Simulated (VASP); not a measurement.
Band structure of MoSe2 (2H layered). These are LDA (Ceperley-Alder, Perdew-Zunger) with spin-orbit coupling, VASP's LDA PAW potentials (set 64) (plane waves; VASP 6.6.1) values and carry that method's errors.

The path is coarsely sampled, so an indirect gap can come out somewhat too large.

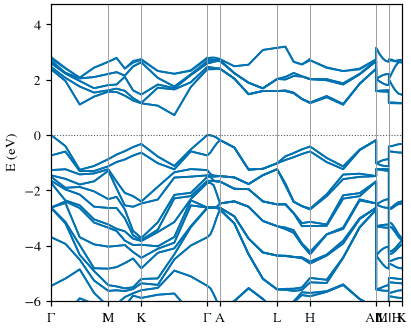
Figure. Bands along high-symmetry lines, zero at the valence-band maximum or, without a gap, the Fermi level

### Question
Read the plot: is there a gap, and where are the band edges?

### Answer
The gap is indirect, 0.72 eV, from the valence maximum at Γ to the conduction minimum at K-Γ at 0.50.

The compound is MoSe2 in the 2H layered structure. It was relaxed first.
